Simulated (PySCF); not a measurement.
**Run report: C2H6N2Si2, NMR shielding calculation**

The run: NMR shielding calculation of C2H6N2Si2, SMILES C#C[SiH]1N[SiH2]N1. Method and program: GIAO PBE0/pcSseg-1 NMR shielding, non-relativistic, gas phase (PySCF 2.14.0).

The geometry comes from this level: PBE0-D3(BJ)/def2-SVP. Figures and captions count atoms from 1; the log counts them from 0 in places.

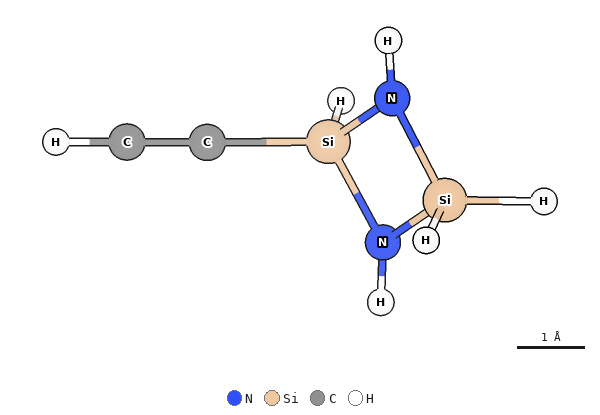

Fig. 1: The input geometry (ball-and-stick view, seen at a tilt). Bond lengths as drawn: C–C 1.22 Å, C–H 1.08 Å, C–Si 1.84 Å, H–N 1.01 Å, H–Si 1.49 to 1.50 Å and N–Si 1.74 to 1.75 Å.

**The input**
```
{"job": {"kind": "nmr", "xc": "PBE0", "basis": "pcSseg-1"}, "charge": 0, "multiplicity": 1}
N      0.015582    -1.433013    -0.022910
Si     0.227667    -0.966252     1.648548
N     -0.559228     0.532291     1.212631
Si    -0.725138     0.080824    -0.459585
C      0.236362     1.096663    -1.654529
C      0.855542     1.768197    -2.459984
H      0.386677    -2.190733    -0.575931
H      1.646763    -0.856701     2.113514
H     -0.499068    -1.800028     2.657107
H     -0.841856     1.345921     1.737090
H     -2.115161     0.020835    -0.994676
H      1.407377     2.361944    -3.167332
```

The first line tells a small driver script what to run in PySCF; the rest is the geometry in Å.

Run as:
```bash
OMP_NUM_THREADS=1 python <driver script> task.json out
```

**The program's output**
```
coarse grid: 11264 points
cycle   1  E = -767.6999887158  dE =  7.143e-01  |g| = 6.605e-01  |ddm| = 3.392e+00
cycle   2  E = -767.6137111404  dE =  8.628e-02  |g| = 8.994e-01  |ddm| = 1.296e+00
cycle   3  E = -767.7902485327  dE = -1.765e-01  |g| = 1.387e-01  |ddm| = 8.260e-01
cycle   4  E = -767.7941616840  dE = -3.913e-03  |g| = 6.754e-02  |ddm| = 1.424e-01
cycle   5  E = -767.7952116815  dE = -1.050e-03  |g| = 2.145e-02  |ddm| = 5.485e-02
cycle   6  E = -767.7953253605  dE = -1.137e-04  |g| = 2.382e-03  |ddm| = 2.070e-02
cycle   7  E = -767.7953268556  dE = -1.495e-06  |g| = 2.716e-04  |ddm| = 2.947e-03
final grid: 100488 points
cycle   8  E = -767.8254377509  dE = -1.539e-05  |g| = 6.769e-03  |ddm| = 2.100e-02
cycle   9  E = -767.8254293491  dE =  8.402e-06  |g| = 9.337e-03  |ddm| = 1.288e-02
cycle  10  E = -767.8254476904  dE = -1.834e-05  |g| = 7.351e-04  |ddm| = 7.329e-03
cycle  11  E = -767.8254478247  dE = -1.343e-07  |g| = 1.591e-04  |ddm| = 9.335e-04
cycle  12  E = -767.8254478311  dE = -6.351e-09  |g| = 2.232e-05  |ddm| = 1.834e-04
cycle  13  E = -767.8254478311  dE = -6.912e-11  |g| = 8.837e-06  |ddm| = 2.926e-05
```

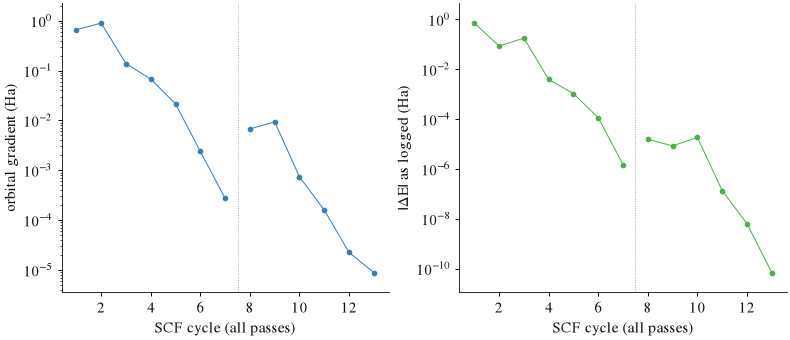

Fig. 2: Convergence of the self-consistent field: orbital gradient and size of the energy change against the SCF cycle. The dotted line marks the change from a coarse to the final integration grid. The first 7 cycles use a coarse grid, the final grid takes over at cycle 8, and the field converges after 13 cycles in all.

```
converged SCF energy = -767.8254478311

GIAO shielding tensors (ppm)
atom      isotropic    diamagn.    paramagn.     s11        s22        s33       span
  0 N      247.396     324.268     -76.872    201.374    253.307    287.508     86.134
  1 Si     367.963     878.703    -510.741    340.081    350.290    413.517     73.437
  2 N      247.049     324.082     -77.033    201.462    252.609    287.075     85.613
  3 Si     389.981     879.445    -489.464    344.907    395.405    429.633     84.726
  4 C       92.431     259.386    -166.955     -9.378     -4.399    291.069    300.447
  5 C       83.422     262.002    -178.580      2.512     10.510    237.244    234.732
  6 H       31.184      31.756      -0.572     24.047     25.684     43.822     19.774
  7 H       25.493      28.506      -3.013     22.555     23.155     30.770      8.216
  8 H       25.593      27.392      -1.799     22.691     22.984     31.104      8.413
  9 H       31.143      31.554      -0.411     23.964     25.533     43.932     19.968
 10 H       25.762      27.216      -1.454     21.989     24.015     31.283      9.294
 11 H       28.816      32.161      -3.345     24.232     24.243     37.973     13.741
```

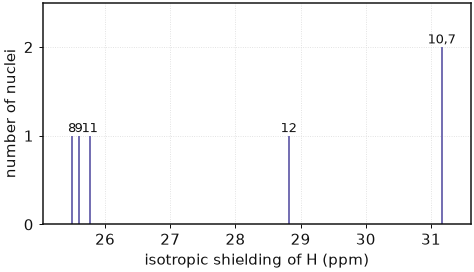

Fig. 3: Isotropic shieldings of the hydrogen nuclei in this fixed geometry, labelled by atom number; shielding grows to the right, so chemical shift grows to the left. The least shielded is H8 (25.5 ppm), the most shielded H7 (31.2 ppm).

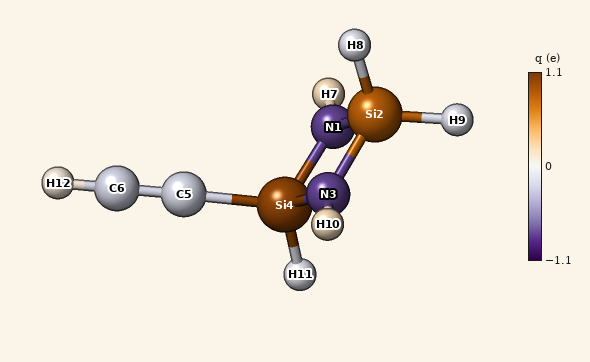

Fig. 4: Mulliken charges, as the colour of each atom (ball-and-stick view, seen at a tilt; atoms are numbered from 1 in the order of the input). By element: N −0.79, Si +0.83 to +1.00, C −0.20 to −0.19 and H −0.12 to +0.20 e.

**Summary**

- outcome: converged
- total energy: −767.825448 hartree
- HOMO: −7.24 eV
- LUMO: −0.66 eV
- dipole moment: 0.60 D
- isotropic shielding, N: 247.0 to 247.4 ppm
- isotropic shielding, Si: 368.0 to 390.0 ppm
- isotropic shielding, C: 83.4 to 92.4 ppm
- isotropic shielding, H: 25.5 to 31.2 ppm
- hardware: 1 CPU thread, shared host
- wall time: 22 s
- peak memory: 0.74 GiB
